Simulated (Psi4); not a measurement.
# UCCSD(T)/cc-pVTZ run of PO (Phosphorus monoxide)

What is the vertical ionisation energy of PO (Phosphorus monoxide) at UCCSD(T)/cc-pVTZ? 

Program for the calculation: Psi4 1.11.

1 further run of the same task is left out (it didn't finish).

## (1) The molecule

PO: 2 atoms, total charge 0, spin state doublet. SMILES: `O=[P]`. The shape is that of a PBE0-D4/def2-TZVP optimisation.

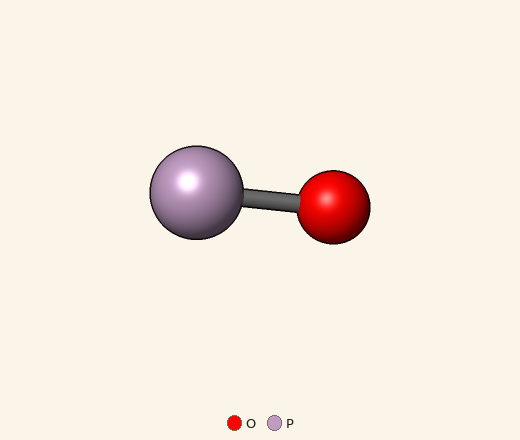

The structure, seen from a chosen angle (oxygen red, phosphorus pink).

## (2) A single-point energy at UCCSD(T)/cc-pVTZ

Input file job.inp:

```
memory 2.2 GB

molecule system {
  0 2
  O
  P 1 R2

  R2 = 1.47399
  symmetry c1
}

set {
  basis cc-pVTZ
  reference uhf
  puream true
  e_convergence 1e-09
  d_convergence 1e-08
  scf_type pk
  num_frozen_docc 6
  maxiter 100
}

E, wfn = energy('ccsd(t)', return_wfn=True)
```

Command:

```
$ psi4 -n 1 job.inp job.out
```

job.out:

```text
[...]
  Running in c1 symmetry.
[...]
  Nuclear repulsion =   43.081204947387704
[...]
  Multiplicity = 2
[...]
  Nalpha       = 12
  Nbeta        = 11
[...]
    Number of basis functions: 64
[...]
   @UHF iter   1:  -415.52563219391072   -6.78560e-01   7.25539e-03 ADIIS/DIIS
[...]
   @UHF iter  18:  -415.61950753829774   -1.53477e-12   3.70499e-09 DIIS
[...]
   @S^2 Observed:                7.709991734E-01
[...]
    Orbital Energies [Eh]
    ---------------------
    Alpha Occupied:
       1A    -80.024064     2A    -20.586943     3A     -7.563322
       4A     -5.464089     5A     -5.453556     6A     -5.451986
       7A     -1.362353     8A     -0.762586     9A     -0.604112
      10A     -0.554051    11A     -0.527922    12A     -0.335790
    Alpha Virtual:
      13A      0.013603    14A      0.160500    15A      0.350788
      16A      0.373357    17A      0.394451    18A      0.404920
      19A      0.405022    20A      0.452229    21A      0.534895
      22A      0.564104    23A      0.703568    24A      0.856640
      25A      0.869138    26A      0.953731    27A      1.421554
[...]
  @UHF Final Energy:  -415.61950753829774
   => Energetics <=
    Nuclear Repulsion Energy =             43.0812049473877039
    One-Electron Energy =                -660.6558098554995695
    Two-Electron Energy =                 201.9550973698140979
    Total Energy =                       -415.6195075382977393
  UHF NO Occupations:
  HONO-2 :   10  A 1.9967407
  HONO-1 :   11  A 1.9930883
[...]
 Multipole Moments:
 ------------------------------------------------------------------------------------
     Multipole            Electronic (a.u.)      Nuclear  (a.u.)        Total (a.u.)
 ------------------------------------------------------------------------------------
 L = 1.  Multiply by 2.5417464519 to convert [e a0] to [Debye]
 Dipole X            :         -0.0000000            0.0000000           -0.0000000
 Dipole Y            :          0.0000000            0.0000000            0.0000000
 Dipole Z            :          1.4854792           -0.4665088            1.0189705
 Magnitude           :                                                    1.0189705
[...]
      * MP2 total energy                      = -415.974786337067997
[...]
      * CCSD total energy                     = -415.982612949113502
[...]
      * CCSD(T) total energy                     = -416.001141355380298
[...]
```

Wall time 11 s (1 thread of Intel Xeon 6975P-C (Granite Rapids), shared host); peak memory 0.42 GiB.

## (3) The singlet cation

Input file op.py:

```python
import psi4

psi4.set_memory('2200 MB')
psi4.set_num_threads(1)
psi4.set_output_file('op.out', False)

geom = psi4.geometry("""
1 1
O      0.000000     0.000000    -0.009450
P      0.000000     0.000000     1.464540
units angstrom
symmetry c1
no_reorient
no_com
""")

options = {'basis': 'cc-pVTZ', 'reference': 'rhf', 'puream': True, 'e_convergence': 1e-09, 'd_convergence': 1e-08, 'scf_type': 'pk', 'num_frozen_docc': 6}
psi4.set_options(options)

energy_value = psi4.energy("ccsd(t)")
print('E =', round(energy_value, 9))
for k, v in sorted(psi4.core.scalar_variables().items()):
    print(f'{k:45s} {v:18.10f}')
```

Command:

```
$ python op.py
```

op.out:

```text
[...]
  Running in c1 symmetry.
[...]
  Nuclear repulsion =   43.081204947387704
[...]
  Multiplicity = 1
[...]
  Nalpha       = 11
  Nbeta        = 11
[...]
    Number of basis functions: 64
[...]
   @RHF iter   1:  -415.20377484358704   -3.56702e-01   7.18617e-03 DIIS/ADIIS
[...]
   @RHF iter  11:  -415.31134939174729   -2.84217e-13   1.01554e-09 DIIS
[...]
    Orbital Energies [Eh]
    ---------------------
    Doubly Occupied:
       1A    -80.416544     2A    -20.934991     3A     -7.947175
       4A     -5.836936     5A     -5.836936     6A     -5.835607
       7A     -1.672470     8A     -1.055285     9A     -0.858781
      10A     -0.841178    11A     -0.841178
[...]
  @RHF Final Energy:  -415.31134939174729
   => Energetics <=
    Nuclear Repulsion Energy =             43.0812049473877039
    One-Electron Energy =                -652.6309437044251354
    Two-Electron Energy =                 194.2383893652901179
    Total Energy =                       -415.3113493917472852
[...]
 Multipole Moments:
 ------------------------------------------------------------------------------------
     Multipole            Electronic (a.u.)      Nuclear  (a.u.)        Total (a.u.)
 ------------------------------------------------------------------------------------
 L = 1.  Multiply by 2.5417464519 to convert [e a0] to [Debye]
 Dipole X            :          0.0000000            0.0000000            0.0000000
 Dipole Y            :          0.0000000            0.0000000            0.0000000
 Dipole Z            :        -37.9023940           41.3708292            3.4684352
 Magnitude           :                                                    3.4684352
[...]
      * MP2 total energy                      = -415.680671979442423
[...]
      * CCSD total energy                     = -415.676701902234470
[...]
      * CCSD(T) total energy                  = -415.698753860300030
```

The script printed:

```text
E = -415.69875386
(T) CORRECTION ENERGY                              -0.0220519581
CC D1 DIAGNOSTIC                                    0.0632688718
CC D2 DIAGNOSTIC                                    0.1836376067
CC NEW D1 DIAGNOSTIC                                0.0632688718
CC T1 DIAGNOSTIC                                    0.0295793193
CCSD CORRELATION ENERGY                            -0.3653525105
CCSD DOUBLES ENERGY                                -0.3653525105
CCSD ITERATIONS                                    17.0000000000
CCSD OPPOSITE-SPIN CORRELATION ENERGY              -0.2890838642
CCSD SAME-SPIN CORRELATION ENERGY                  -0.0762686463
CCSD SINGLES ENERGY                                 0.0000000000
CCSD TOTAL ENERGY                                -415.6767019022
CCSD(T) CORRELATION ENERGY                         -0.3874044686
CCSD(T) TOTAL ENERGY                             -415.6987538603
CURRENT CORRELATION ENERGY                         -0.3874044686
CURRENT ENERGY                                   -415.6987538603
CURRENT REFERENCE ENERGY                         -415.3113493917
DD SOLVATION ENERGY                                 0.0000000000
HF KINETIC ENERGY                                 414.8554459122
HF POTENTIAL ENERGY                              -830.1667953039
HF TOTAL ENERGY                                  -415.3113493917
HF VIRIAL RATIO                                     2.0010989454
MP2 CORRELATION ENERGY                             -0.3693225877
MP2 DOUBLES ENERGY                                 -0.3693225877
MP2 OPPOSITE-SPIN CORRELATION ENERGY               -0.2750596747
MP2 SAME-SPIN CORRELATION ENERGY                   -0.0942629130
MP2 SINGLES ENERGY                                 -0.0000000000
MP2 TOTAL ENERGY                                 -415.6806719794
NUCLEAR REPULSION ENERGY                           43.0812049474
ONE-ELECTRON ENERGY                              -652.6309437044
PCM POLARIZATION ENERGY                             0.0000000000
PE ENERGY                                           0.0000000000
SCF ITERATION ENERGY                             -415.3113493917
SCF ITERATIONS                                     11.0000000000
SCF TOTAL ENERGY                                 -415.3113493917
TWO-ELECTRON ENERGY                               194.2383893653
```

Wall time 5.4 s (1 thread of Intel Xeon 6975P-C (Granite Rapids), shared host); peak memory 0.42 GiB.

## (4) Summary of results

Level: UCCSD(T)/cc-pVTZ, 6 core orbitals frozen.

```
                                                              quantity          value
                                              doublet PO: total energy  -416.00114 Eh
doublet PO: HOMO energy (Hartree–Fock orbitals) (highest over α and β)       -9.14 eV
 doublet PO: LUMO energy (Hartree–Fock orbitals) (lowest over α and β)        0.37 eV
               doublet PO: correlation energy (6 core orbitals frozen)     -381.6 mEh
                                            doublet PO: (T) correction     -18.53 mEh
                         doublet PO: ⟨S²⟩ of the reference determinant          0.771
                                             doublet PO: T1 diagnostic          0.036
                                          singlet cation: total energy  -415.69875 Eh
                   singlet cation: HOMO energy (Hartree–Fock orbitals)      -22.89 eV
                   singlet cation: LUMO energy (Hartree–Fock orbitals)       -7.67 eV
                 singlet cation: HOMO–LUMO gap (Hartree–Fock orbitals)       15.22 eV
           singlet cation: correlation energy (6 core orbitals frozen)     -387.4 mEh
                                        singlet cation: (T) correction     -22.05 mEh
                                         singlet cation: T1 diagnostic          0.030
                    vertical ionisation energy (to the singlet cation)       8.228 eV
```

What this shows: The vertical ionisation energy comes to 8.23 eV (190 kcal/mol). Only the singlet of the ionised species was computed; a triplet could lie lower. The triples (doublet PO) make up 4.9 % of the correlation energy. The T1 diagnostic (singlet cation) of 0.030 is above the customary mark for such species, so a single reference may not serve. The triples (singlet cation) make up 5.7 % of the correlation energy.
